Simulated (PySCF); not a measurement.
# One shape, several levels: SnH2F (SMILES [F][SnH2])

We compute a comparison of 3 runs (UMP2/STO-6G, UCCSDT/STO-6G, UCISD/STO-6G) of SnH2F. 

The calculation is run with PySCF 2.14.0.

6 further runs of the same task are left out: 1 that didn't finish, 5 set aside as unsound or not needed.

## (1) The molecule

SnH2F: 4 atoms, total charge 0, spin state doublet. SMILES: `[F][SnH2]`. The Sn2–H3 distance was set to 4.834 Å, away from the relaxed value. At this shape a bond of the SMILES string is far longer than usual.

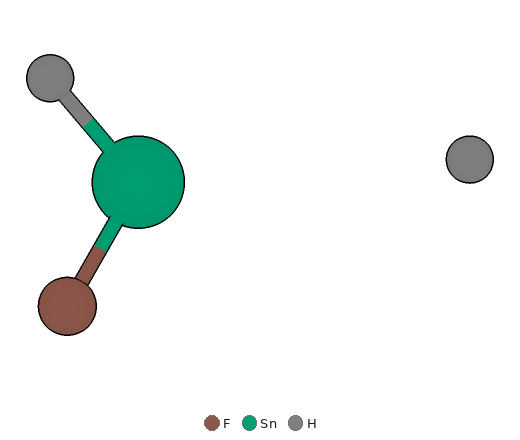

Viewed from a chosen angle; fluorine brown, tin teal, hydrogen grey.

## (2) A single-point energy at UMP2/STO-6G (run 1)

calc.py

```python
from pyscf import gto, scf, mp

mol = gto.M(
    atom='''
F       -3.633057       1.271972      -1.145635
Sn      -2.052157       1.219772      -2.254635
H        1.184100      -1.054400       0.524100
H       -1.684757       2.888172      -2.503035
''',
    spin=1,
    verbose=3,
    max_memory=1860,
    basis='sto-6g',
)

mf = scf.UHF(mol)
mf.conv_tol = 1e-10
mf.kernel()
if not mf.converged:
    mf = mf.newton().run(mf.mo_coeff, mf.mo_occ)

pt = mp.MP2(mf, frozen=19).run()
etot = pt.e_tot
print('Final energy', etot)
```

Launch:

```console
OMP_NUM_THREADS=1 python calc.py
```

What it wrote:

```text
converged SCF energy = -6094.28679624423  <S^2> = 0.75000012  2S+1 = 2.0000001
E(UMP2) = -6094.33665074579  E_corr = -0.0498545015599987
E(SCS-UMP2) = -6094.34097629255  E_corr = -0.0541800483150257
Final energy -6094.33665074579
```

It took 2.5 s on 1 thread of Arm Neoverse V1, shared host; peak memory 0.12 GiB.

## (3) A single-point energy at UCCSDT/STO-6G (run 2)

input.xyz

```xyz
4

F     -3.633057     1.271972    -1.145635
Sn    -2.052157     1.219772    -2.254635
H      1.184100    -1.054400     0.524100
H     -1.684757     2.888172    -2.503035
```

run.py

```python
from pyscf import gto, scf, cc

molecule = gto.M(
    atom='input.xyz',
    charge=0,
    max_memory=1860,
    basis='sto-6g',
    spin=1,
    verbose=3,
)

mf = scf.UHF(molecule)
mf.conv_tol = 1e-10
mf.kernel()
if not mf.converged:
    mf = mf.newton().run(mf.mo_coeff, mf.mo_occ)

mycc = cc.CCSDT(mf, frozen=19)
mycc.kernel()
energy = mycc.e_tot
print('Final energy', energy)
```

Launch:

```console
OMP_NUM_THREADS=1 python run.py
```

What it wrote:

```text
converged SCF energy = -6094.28679624423  <S^2> = 0.75000012  2S+1 = 2.0000001
_make_eris_incore_UCCSDT

WARN: A large `blksize_v_aaa` is being used, which may cause large memory consumption
      for storing contraction intermediates. If memory is sufficient, consider using
      `pyscf.cc.uccsdt_highm.UCCSDT` instead.

WARN: A large `blksize_v_aab` is being used, which may cause large memory consumption
      for storing contraction intermediates. If memory is sufficient, consider using
      `pyscf.cc.uccsdt_highm.UCCSDT` instead.

UCCSDT converged
E(UCCSDT) = -6094.360801340108   E_corr = -0.07400509587758017
E_corr(same-spin) = -0.00984665304239245
E_corr(oppo-spin) = -0.0641584428351877
Final energy -6094.360801340108
```

Run time: 7.2 s. Hardware: 1 thread of Arm Neoverse V1, shared host; peak memory 0.12 GiB.

## (4) The energy at UCISD/STO-6G (run 3)

mol.xyz

```xyz
4

F     -3.633057     1.271972    -1.145635
Sn    -2.052157     1.219772    -2.254635
H      1.184100    -1.054400     0.524100
H     -1.684757     2.888172    -2.503035
```

calc.py

```python
from pyscf import gto, scf, ci

molecule = gto.M(
    atom='mol.xyz',
    basis='sto-6g',
    verbose=3,
    max_memory=1860,
    spin=1,
)

calc0 = scf.UHF(molecule)
calc0.conv_tol = 1e-10
calc0.kernel()
if not calc0.converged:
    calc0 = calc0.newton().run(calc0.mo_coeff, calc0.mo_occ)

cisd = ci.CISD(calc0, frozen=19)
cisd.kernel()
e_tot = cisd.e_tot
print('Final energy', e_tot)
```

Launch:

```console
OMP_NUM_THREADS=1 python calc.py
```

What it wrote:

```text
converged SCF energy = -6094.28679624423  <S^2> = 0.75000012  2S+1 = 2.0000001
E(UCISD) = -6094.353338509197  E_corr = -0.06654226496625391
Final energy -6094.353338509197
```

Wall time 2.5 s (1 thread of Arm Neoverse V1, shared host); peak memory 0.11 GiB.

## (5) All runs side by side

```tsv
run	level	energy (Eh)	dipole moment (D) of the reference	HOMO energy (eV)	LUMO energy (eV)	wall time
1	UMP2/STO-6G	-6094.336651	0.92	-4.84	4.47	2.5 s
2	UCCSDT/STO-6G	-6094.360801	0.92	-4.84	4.47	7.2 s
3	UCISD/STO-6G	-6094.353339	0.92	-4.84	4.47	2.5 s
```

## (6) Outcome

```
                                                         quantity           value
                                              run 3: total energy  -6094.35334 Eh
                      run 3: dipole moment (Hartree–Fock density)          0.92 D
run 3: HOMO energy (Hartree–Fock orbitals) (highest over α and β)        -4.84 eV
 run 3: LUMO energy (Hartree–Fock orbitals) (lowest over α and β)         4.47 eV
              run 3: correlation energy (19 core orbitals frozen)       -66.5 mEh
                         run 3: ⟨S²⟩ of the reference determinant           0.750
```

What this shows: In runs 1, 2, 3 the basis is minimal, so the values are rough. In runs 1, 2, 3 relativity is left out where basis or elements ask for it. All runs together took 12 s, the longest 7.2 s.
